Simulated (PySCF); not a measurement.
SMILES C(CC)[CH2][GeH3] at its GFN2-xTB optimised geometry (Å):

```
17

C      1.3386    -1.3787    -0.0592
C      0.7659     0.0310     0.0000
C     -0.7582     0.0310     0.0000
C     -1.3348     1.4420     0.0000
Ge    -0.8077     2.5343     1.5601
H      1.0038    -1.9629     0.7954
H      1.0136    -1.8841    -0.9666
H      2.4257    -1.3522    -0.0522
H      1.1176     0.5280     0.9105
H      1.1261     0.6090    -0.8547
H     -1.1146    -0.5053     0.8840
H     -1.1199    -0.5097    -0.8800
H     -1.0327     1.9629    -0.9112
H     -2.4257     1.3843    -0.0201
H     -0.8614     1.7420     2.8282
H     -1.7317     3.7001     1.7278
H      0.5718     3.1021     1.4489
```

Computed with CAM-B3LYP/def2-SVP (PySCF 2.14.0). Cells within 0.4 Å of a nucleus heavier than hydrogen are left out (blank, or x).

Map of the electron localisation function on the plane z = 0.0 Å:

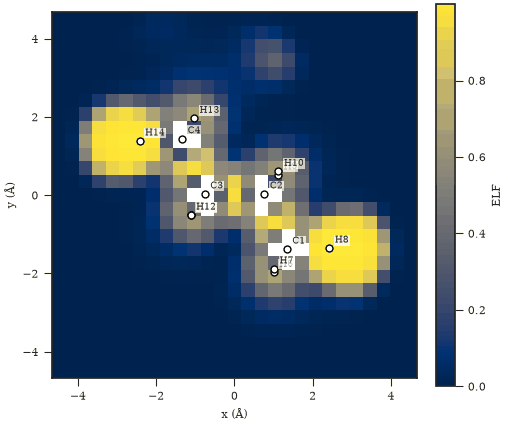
Electron localisation function on the plane z = 0.0 Å.
